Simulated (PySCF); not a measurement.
## Electronic structure of SiN (charge +1, triplet) in real space

```json
{"atom": "Si", "x (Å)": "0.0000", "y (Å)": "0.0000", "z (Å)": "-0.6014"}
{"atom": "N", "x (Å)": "0.0000", "y (Å)": "0.0000", "z (Å)": "1.2016"}
```

Level of theory: PBE0/def2-SVP, non-relativistic Hamiltonian with scalar-relativistic core potentials where named, at a bond length of 1.803 Å in PySCF.

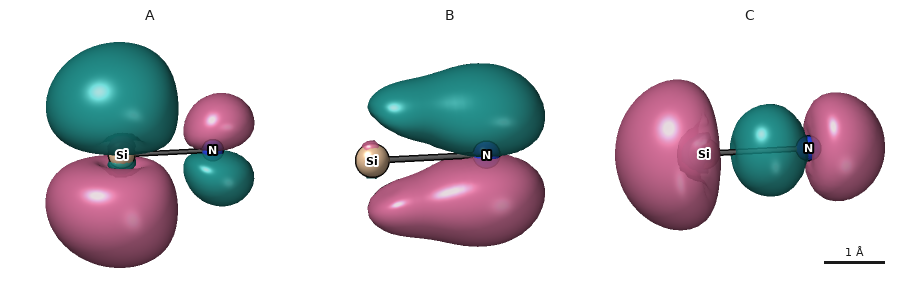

Figure 1. Three frontier α-spin orbitals, each drawn at the value that holds 80 % of its norm (teal and pink are the two phases), in no order; of a degenerate pair one member is drawn.

Q: Label each orbital by symmetry, say whether it is occupied, and order them by energy.

A: Orbital B: π, occupied in this spin, −17.50 eV; mainly on N (80 %).
Orbital C: σ, occupied in this spin, −15.79 eV; shared between the atoms (Si 50 %, N 50 %).
Orbital A: π, empty in this spin, −10.03 eV; mainly on Si (85 %).

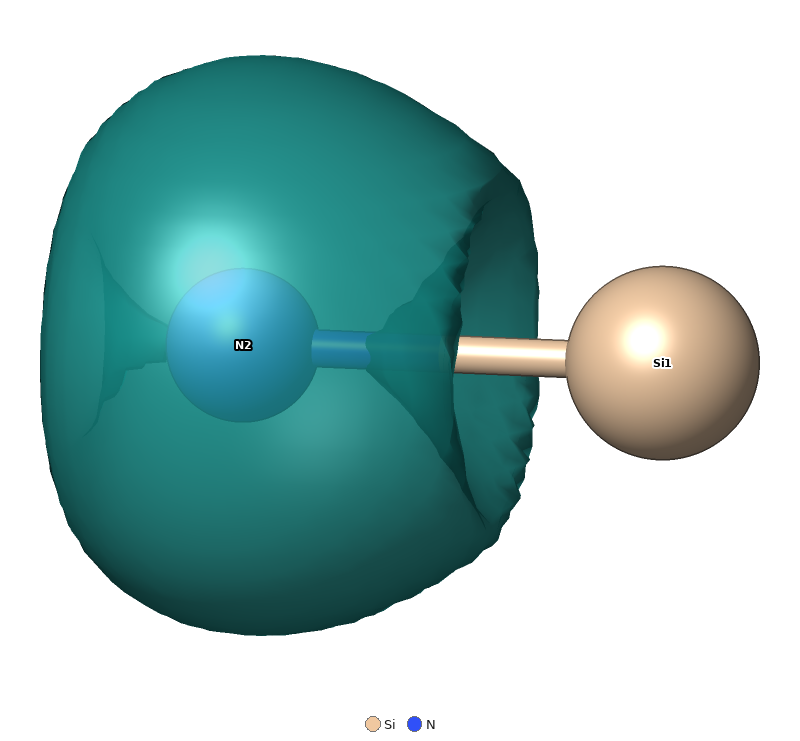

Figure 2. Isosurfaces of the spin density (α minus β) at +0.05 (teal) and −0.05 e/Å³ (pink), seen from one side.

Q: Where is the unpaired spin?

A: The unpaired spin (2 electrons) lies mostly on N2 (about 1.7) and Si1 (about 0.3), in electrons by Hirshfeld's partition.

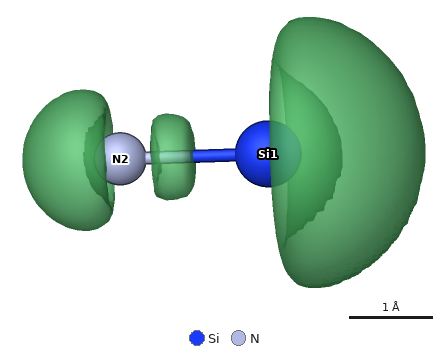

Figure 3. Isosurface of the ELF at 0.85 (green), seen from one side. Core shells and regions of very low density are left out.

Q: Identify the bonds, lone pairs and shells in this picture.

A: The ELF exceeds this value in one region between bonded N–Si atoms (shared pairs), one lobe on N, pointing away from the bonds (non-bonding electrons) and one lobe on Si, pointing away from the bonds (non-bonding electrons). Along the contacts the grid gives the following. Si–N (1.80 Å): the ELF peaks at about 0.95 between the atoms (a polar covalent bond).
